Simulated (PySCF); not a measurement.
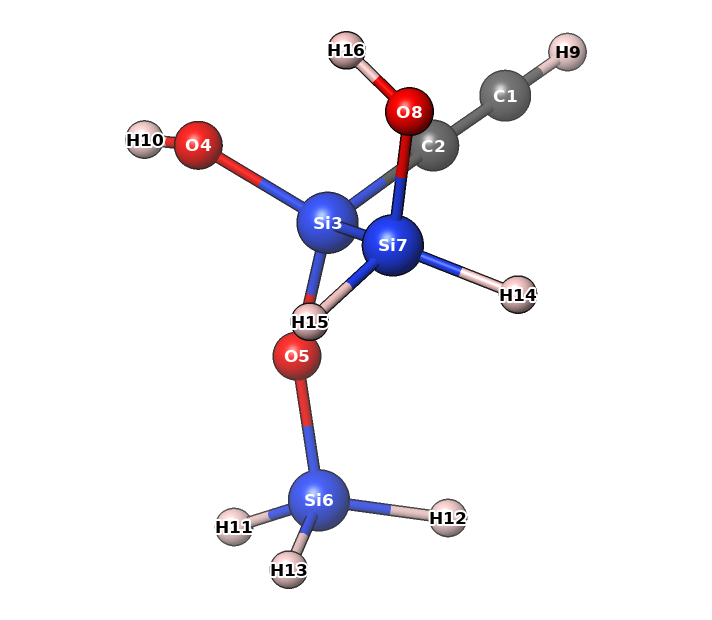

Si3 lies behind Si7. The molecule seen a little off the Si7–Si3 bond, Si7 in front. Distant atoms are faded towards the background colour. Computed geometry: GFN2-xTB optimisation. No frequency run is at hand to confirm it as a minimum.

**What is the torsion angle O8–Si7–Si3–O4? The sign is positive where the front bond must turn clockwise to cover the back bond.**

−58°, synclinal (gauche). The bonds about Si7–Si3 are staggered.
